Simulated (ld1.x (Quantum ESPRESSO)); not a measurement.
## Pseudopotential generation: Bi (part 2 of 2)

Continued. System: bismuth (Bi, Z = 83), core [Kr] 4d10 4f14 5s2, reference valence 5p6 5d10 6s2 6p3, valence charge 21. Method: TM potential, PBE, scalar-relativistic, made with ld1.x (Quantum ESPRESSO) 7.5.

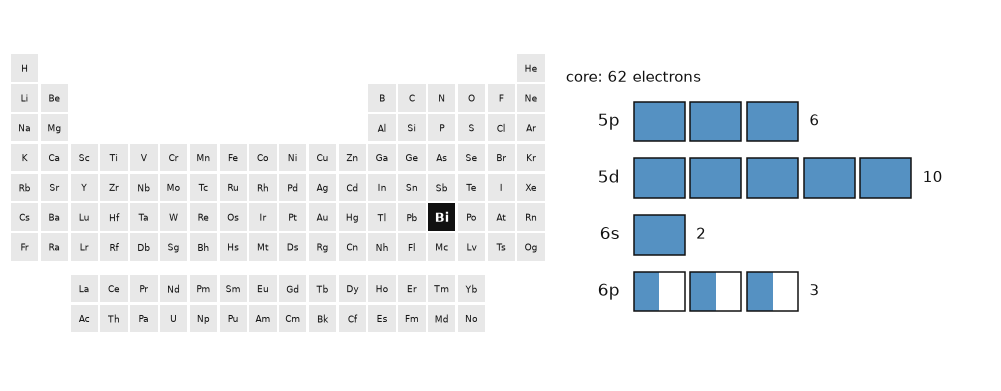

Left, the place of bismuth in the periodic table; right, the valence shells of the reference configuration: a box for each of the 2l + 1 orbitals, shaded by the share of the shell that is filled, with the electron count at the right.

## Output of the test run (extracts), continued
```
     ---------------------- Testing the pseudopotential ----------------------

     Bi
     scalar relativistic calculation

     atomic number is 83.00   valence charge is 21.00
     dft =PBE   lsd =0 sic =0 latt =0  beta=0.20 tr2=1.0E-14
     mesh =1283 r(mesh) = 100.09897 xmin = -7.00 dx = 0.01250

     n l     nl             e AE (Ry)        e PS (Ry)    De AE-PS (Ry)
     2 1     5P   1( 6.00)       -7.77577       -7.75649       -0.01927  !
     3 2     5D   1(10.00)       -2.70890       -2.69015       -0.01875  !
     1 0     6S   1( 1.00)       -1.70451       -1.68449       -0.02002  !
     3 1     6P   1( 3.00)       -0.89849       -0.75507       -0.14342  !

     eps = 6.6E-15  iter = 19

     Etot =  -43060.174780 Ry,  -21530.087390 Ha, -585863.523873 eV
     Etotps =  -337.429330 Ry,    -168.714665 Ha,   -4590.959914 eV
     dEtot_ae =       1.376713 Ry
     dEtot_ps =       1.365408 Ry,   Delta E=       0.011305 Ry

     Ekin =     119.183486 Ry,      59.591743 Ha,    1621.573935 eV
     Encl =    -500.693678 Ry,    -250.346839 Ha,   -6812.284536 eV
     Ehrt =     261.943415 Ry,     130.971708 Ha,    3563.921725 eV
     Ecxc =     -36.560546 Ry,     -18.280273 Ha,    -497.431574 eV
     (Ecc =      -4.639897 Ry,      -2.319949 Ha,     -63.129016 eV)
     Epseu=    -181.302007 Ry,     -90.651003 Ha,   -2466.739464 eV

     ---------------------- End of pseudopotential test ----------------------

     ---------------------- Testing the pseudopotential ----------------------

     Bi
     scalar relativistic calculation

     atomic number is 83.00   valence charge is 21.00
     dft =PBE   lsd =0 sic =0 latt =0  beta=0.20 tr2=1.0E-14
     mesh =1283 r(mesh) = 100.09897 xmin = -7.00 dx = 0.01250

     n l     nl             e AE (Ry)        e PS (Ry)    De AE-PS (Ry)
     2 1     5P   1( 6.00)       -7.29537       -7.38910        0.09373  !
     3 2     5D   1(10.00)       -2.22189       -2.31229        0.09040  !
     1 0     6S   1( 0.00)       -1.20873       -1.26287        0.05414  !
     3 1     6P   1( 5.00)       -0.43113       -0.33642       -0.09471  !

     eps = 3.1E-15  iter = 25

     Etot =  -43060.044661 Ry,  -21530.022330 Ha, -585861.753514 eV
     Etotps =  -337.044963 Ry,    -168.522481 Ha,   -4585.730330 eV
     dEtot_ae =       1.506832 Ry
     dEtot_ps =       1.749775 Ry,   Delta E=      -0.242943 Ry

     Ekin =     120.842867 Ry,      60.421433 Ha,    1644.150963 eV
     Encl =    -508.395885 Ry,    -254.197942 Ha,   -6917.078394 eV
     Ehrt =     269.824461 Ry,     134.912230 Ha,    3671.148813 eV
     Ecxc =     -36.858228 Ry,     -18.429114 Ha,    -501.481745 eV
     (Ecc =      -4.639897 Ry,      -2.319949 Ha,     -63.129016 eV)
     Epseu=    -182.458177 Ry,     -91.229089 Ha,   -2482.469967 eV

     ---------------------- End of pseudopotential test ----------------------

     ---------------------- Testing the pseudopotential ----------------------

     Bi
     scalar relativistic calculation

     atomic number is 83.00   valence charge is 21.00
     dft =PBE   lsd =0 sic =0 latt =0  beta=0.20 tr2=1.0E-14
     mesh =1283 r(mesh) = 100.09897 xmin = -7.00 dx = 0.01250

     n l     nl             e AE (Ry)        e PS (Ry)    De AE-PS (Ry)
     2 1     5P   1( 5.00)       -8.16796       -8.21568        0.04771  !
     3 2     5D   1(10.00)       -3.00487       -3.01868        0.01381  !
     1 0     6S   1( 2.00)       -1.80424       -1.78529       -0.01896  !
     3 1     6P   1( 3.00)       -0.94636       -0.78066       -0.16570  !

     eps = 8.6E-15  iter = 19

     Etot =  -43053.965615 Ry,  -21526.982807 Ha, -585779.043880 eV
     Etotps =  -331.177207 Ry,    -165.588603 Ha,   -4505.895444 eV
     dEtot_ae =       7.585878 Ry
     dEtot_ps =       7.617531 Ry,   Delta E=      -0.031653 Ry

     Ekin =     117.269160 Ry,      58.634580 Ha,    1595.528203 eV
     Encl =    -496.572685 Ry,    -248.286342 Ha,   -6756.215563 eV
     Ehrt =     255.720880 Ry,     127.860440 Ha,    3479.259815 eV
     Ecxc =     -35.803301 Ry,     -17.901651 Ha,    -487.128728 eV
     (Ecc =      -4.639897 Ry,      -2.319949 Ha,     -63.129016 eV)
     Epseu=    -171.791260 Ry,     -85.895630 Ha,   -2337.339171 eV

     ---------------------- End of pseudopotential test ----------------------

     ---------------------- Testing the pseudopotential ----------------------

     Bi
     scalar relativistic calculation

     atomic number is 83.00   valence charge is 21.00
     dft =PBE   lsd =0 sic =0 latt =0  beta=0.20 tr2=1.0E-14
     mesh =1283 r(mesh) = 100.09897 xmin = -7.00 dx = 0.01250

     n l     nl             e AE (Ry)        e PS (Ry)    De AE-PS (Ry)
     2 1     5P   1( 6.00)       -6.88998       -0.04416       -6.84583  !
     3 2     5D   1(10.00)       -1.83530       -0.00044       -1.83486  !
     1 0     6S   1( 2.00)       -0.91510       -0.00000       -0.91510  !
     3 1     6P   1( 3.30)       -0.20185       -0.00000       -0.20185  !

     eps = 8.5E-01  iter =201

     Etot =  -43061.631878 Ry,  -21530.815939 Ha, -585883.348711 eV
     Etotps =   -11.686607 Ry,      -5.843303 Ha,    -159.004384 eV
     dEtot_ae =      -0.080385 Ry
     dEtot_ps =     327.108131 Ry,   Delta E=    -327.188517 Ry

     Ekin =      58.496889 Ry,      29.248445 Ha,     795.890725 eV
     Encl =     -67.496160 Ry,     -33.748080 Ha,    -918.332038 eV
     Ehrt =       7.727447 Ry,       3.863723 Ha,     105.137268 eV
     Ecxc =     -10.414783 Ry,      -5.207391 Ha,    -141.700340 eV
     (Ecc =      -4.639897 Ry,      -2.319949 Ha,     -63.129016 eV)

     ---------------------- End of pseudopotential test ----------------------
```

## Summary

- outcome: generated; the pseudo-atom misses its reference levels by up to 1.27 eV (6p, which has no pseudo-wave of its own); ld1.x warns of wrong node counts
- reference test: the pseudo-atom misses its own reference levels by up to 1.27 eV
- cutoffs needed: 90 Ry and 140 Ry (the cutoffs, on a coarse ladder, from which the occupation-weighted sum of valence levels, in a spherical-Bessel basis at the reference potential, stays within 10 and 1 mRy of its value at 400 Ry); ghost states and empty shells don't enter this sum
- ghost test: no ghost state below the valence levels in the p, d, s, f channels (spherical-Bessel basis up to 400 Ry, 20 bohr box)
- configuration tests: 1 of 7 tests not solved
- largest excitation error among the tests solved: +7044 meV (all-electron minus pseudo) for 5p6 5d10 6s2 6p0
- range over which the phases arctan(r u′/u) at the test radius agree within 0.05 rad (a looser test near the poles than one of phase shifts): s: up to about 0.4 Ry; p: between about -7.4 and -2.5 Ry; d: up to about 2.2 Ry
- hardware: 1 CPU thread, shared host
- wall time: 3.7 s

## Remarks

An excitation error of 7044 meV in its own tests makes this a poorly transferable potential. ld1.x warns that it found 1 node in place of 0 for 5p. It picks states by counting nodes, so it can end on another state than the one meant. The reference test prints no difference at all for 5p, which can mean that ld1.x kept the all-electron value without solving for the state; the Bessel test puts 5p at −7.0454 Ry against −7.0454 Ry.
